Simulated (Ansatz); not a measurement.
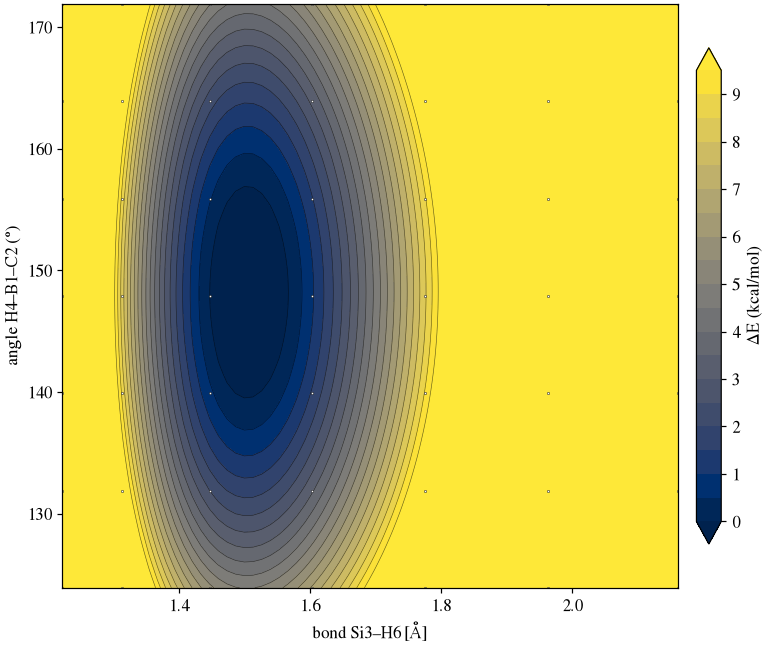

CH3BSi, SMILES B1C=[SiH]1. Two internal coordinates are moved rigidly from the geometry relaxed at PBE0-D4/def2-TZVP, all others fixed. First axis: bond Si3–H6. Second axis: angle H4–B1–C2. The scan uses a 7 × 7 grid. Points are written as (first, second). Energies: kcal/mol, counted from the lowest grid point. Level of theory: Ansatz, RKS PBE-D4/def2-TZVPP.

Drawn: filled contours, dots at the grid points, one colour for all values above the top of the scale. Between grid points the surface is interpolated.

**Where is the minimum, and how stiff is the well along each coordinate?**

The interpolated minimum is at bond Si3–H6 ≈ 1.504 Å, angle H4–B1–C2 ≈ 148.1°. The curvatures there are about 16 eV/Å² and 2.6 eV/rad², with a cross term of about 0 eV/(Å·rad). Round the minimum the two coordinates are nearly uncoupled. (1 eV is 23.1 kcal/mol.)
